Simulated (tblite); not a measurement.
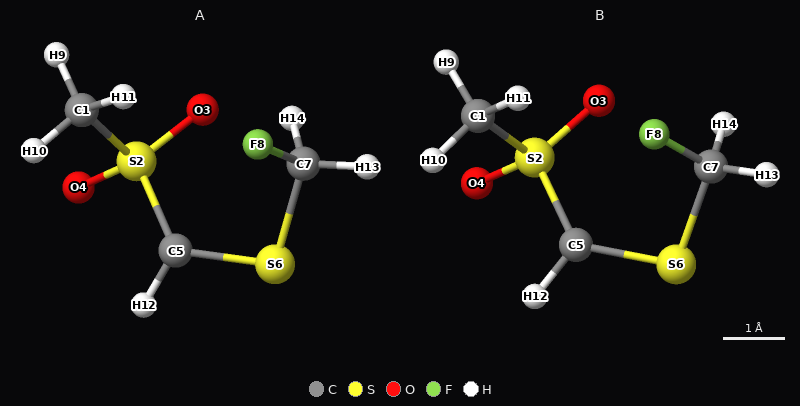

Two geometries of C₃H₆FO₂S₂ (multiplicity 2), drawn at one scale. One is the start of a relaxation, the other its converged end. The picture is a ball-and-stick view, seen at a tilt.

The calculation used tblite, GFN2-xTB geometry optimisation, gas phase. 

**Which one is relaxed?**

Structure A is the relaxed one. After 81 geometry steps the energy has fallen by 4.11 kcal/mol. The atom that moves furthest after the best rigid fit is H14 (0.53 Å). By element the largest moves are H 0.53 Å, F 0.35 Å, O 0.17 Å, C 0.14 Å, S 0.08 Å. Some distances before and after: C5–S6 1.730 → 1.694 Å, C1–S2 1.774 → 1.809 Å, S6–C7 1.809 → 1.830 Å, S2–C5 1.752 → 1.770 Å. Among the angles between lasting bonds that change: S2–C5–S6 128.5° → 123.8°, H13–C7–H14 108.7° → 113.3°, S6–C7–H14 112.3° → 109.0°. Cost: 0.48 s on 1 thread of Arm Neoverse V2, on a shared host.
